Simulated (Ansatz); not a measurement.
Potential energy curve for AlH, singlet.

Levels of theory: RKS-B3LYP = restricted B3LYP/cc-pVDZ run with Ansatz (a quantum-chemistry and plane-wave program); RKS-PBE = restricted PBE/cc-pVDZ (Ansatz); RKS-BLYP = restricted BLYP/cc-pVDZ run with Ansatz; UCCSD(T) = CCSD(T) on UHF/cc-pVDZ, frozen core (Ansatz); UKS-B3LYP = unrestricted B3LYP/cc-pVDZ in Ansatz; UKS-BLYP = unrestricted BLYP/cc-pVDZ in Ansatz; UKS-PBE = unrestricted PBE/cc-pVDZ in Ansatz; FCI = full CI/cc-pVDZ, frozen core in Ansatz.

Cost and accuracy over the 22 points of the scan, with FCI as yardstick. Costs are rough ratios of core time within Ansatz on shared cores, each with its mean field (Kohn-Sham runs search longer for lower solutions than correlated ones do); the miss is the largest error against full CI of the curve after the mean shift, in kJ/mol.

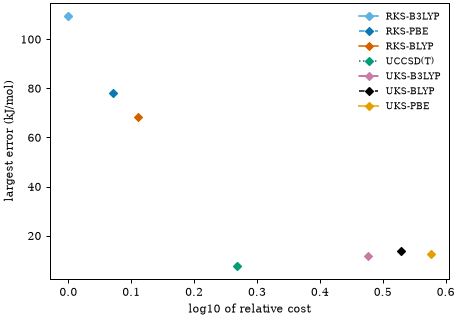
Miss against cost, one point a level.

```csv
level,relative cost,largest error
RKS-B3LYP,1,109.6
RKS-PBE,1,78.0
RKS-BLYP,1,68.4
UCCSD(T),2,7.6
UKS-B3LYP,3,11.8
UKS-BLYP,3,13.8
UKS-PBE,4,12.6
```

Costs within a factor of two of each other count as equal.

The restricted form behind RKS-B3LYP, RKS-PBE, RKS-BLYP keeps the bonding electrons paired and can't separate into open-shell fragments. The unrestricted determinant behind UCCSD(T) is spin-contaminated at 1.25 to 1.82, 2.48 to 6.68 Å (<S²> up to 1.0, against 0.00 for a pure singlet). The unrestricted determinant behind UKS-B3LYP is spin-contaminated at 2.98 to 6.68 Å (<S²> up to 1.0, against 0.00 for a pure singlet). The unrestricted determinant behind UKS-BLYP is spin-contaminated at 3.30 to 6.68 Å (<S²> up to 0.9, against 0.00 for a pure singlet). The unrestricted determinant behind UKS-PBE is spin-contaminated at 3.30 to 6.68 Å (<S²> up to 1.0, against 0.00 for a pure singlet).
